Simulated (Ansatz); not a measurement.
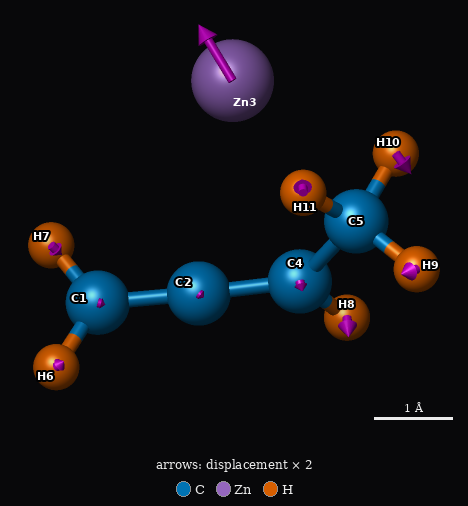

This is a relaxation of C4H6Zn. The starting structure is drawn; purple arrows show the displacements, 2 times their true length. The two geometries are superimposed by the best rigid fit.

The picture is a ball-and-stick view, seen from a free direction.

The start comes from PBE-D4/def2-SVP.

Method: Ansatz, RKS PBE0-D4/def2-TZVP.

Input file:
```yaml
crystal:
  periodic: [false, false, false]
  atoms:
    - {symbol: C, position_ang: [-1.288368, 1.592670, -0.553673]}
    - {symbol: C, position_ang: [-0.628459, 0.455067, -0.501712]}
    - {symbol: Zn, position_ang: [2.369734, 1.512632, -0.256570]}
    - {symbol: C, position_ang: [0.065272, -0.668084, -0.437871]}
    - {symbol: C, position_ang: [0.486834, -1.358929, 0.831870]}
    - {symbol: H, position_ang: [-2.390978, 1.627043, -0.593735]}
    - {symbol: H, position_ang: [-0.749495, 2.558251, -0.560422]}
    - {symbol: H, position_ang: [0.372948, -1.136182, -1.393647]}
    - {symbol: H, position_ang: [0.157122, -2.418968, 0.838323]}
    - {symbol: H, position_ang: [1.595851, -1.364427, 0.920793]}
    - {symbol: H, position_ang: [0.074939, -0.855973, 1.727146]}
basis:
  gaussian: {orbitals: def2-TZVP}
hamiltonian: {xc: pbe0, dispersion: d4}
relax: {f_tol: 0.005, max_steps: 150}
```

Launched with:
```bash
ansatz run in.yaml --threads 2 --pin off --events-out ev --progress --plain --max-ram 32768MiB --backend cuda --devices 0, --max-vram 18GiB
```

Question: Atoms of which element are displaced furthest, and by how much?

Answer: Zinc: up to 0.43 Å, against 0.17 Å for hydrogen.

Question: What happened in the run?

Answer: Zn3 moves most after the best rigid fit: 0.43 Å. Largest moves by element: Zn 0.43 Å, H 0.17 Å, C 0.07 Å. Among the contacts that change: C1–H7 1.106 → 1.086 Å, C1–H6 1.104 → 1.086 Å, C1–C2 1.316 → 1.300 Å, C4–C5 1.506 → 1.497 Å. The energy falls by 8.28 kJ/mol in 21 accepted moves (24 points after the start). Largest force component: 0.63 eV/Å at the start, 0.0045 eV/Å at the end. The line search rejected the trial steps at points 2, 13, 18 of the run. The run took about 100 s of wall time on a shared GPU.

Limits of the set-up: the start holds two separate molecules, 3.2 Å apart at their closest, whose relative position is a soft coordinate.
